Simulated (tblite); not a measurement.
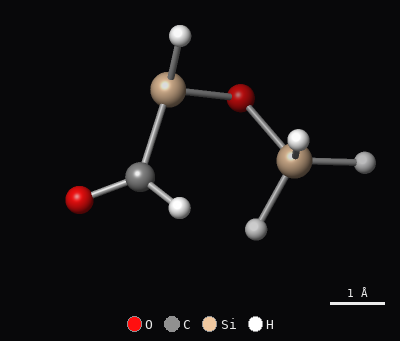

Starting structure of CH₅O₂Si₂ (multiplicity 2). The picture is a ball-and-stick view, seen at a tilt.

All numbers below come from GFN2-xTB geometry optimisation, gas phase in tblite.

```xyz
10

O    -2.2076   -1.3634   -1.0948
C    -1.3940   -0.8138   -0.3570
Si   -1.0137    0.9933   -0.5196
O     0.6600    1.2636   -0.8011
Si    1.4559    0.1194    0.2338
H    -0.8662   -1.3801    0.4185
H    -1.5133    1.7822    0.6152
H     1.1850   -1.2125   -0.3605
H     0.8117    0.2039    1.5445
H     2.8911    0.4120    0.2985
```

**Predict the outcome.**

After 73 geometry steps the energy has fallen by 138.2 kJ/mol. H9 moves most after the best rigid fit: 1.26 Å. Largest moves by element: H 1.26 Å, O 1.23 Å, C 0.74 Å, Si 0.60 Å. Some distances before and after: Si3–Si5 2.726 → 3.238 Å, Si3–O4 1.719 → 1.609 Å, O4–Si5 1.736 → 1.631 Å, Si3–H7 1.470 → 1.445 Å. Bond angles that change, for instance: Si3–O4–Si5 104.2° → 175.8°, C2–Si3–H7 112.7° → 133.5°, C2–Si3–O4 111.6° → 117.7°.

Final geometry:

```xyz
10

O    -3.2986   -0.8984   -0.8823
C    -2.1123   -0.8775   -0.5368
Si   -1.1072    0.6431   -0.3105
O     0.4356    0.4632    0.1091
Si    1.9840    0.1638    0.5248
H    -1.5845   -1.8316   -0.3290
H    -1.3837    2.0512   -0.4758
H     2.3824   -1.0313   -0.2119
H     1.9756   -0.0369    1.9710
H     2.7176    1.3590    0.1190
```

The end point in the same view:

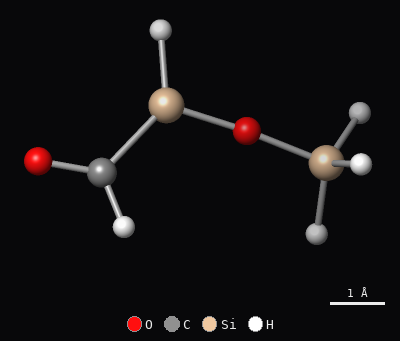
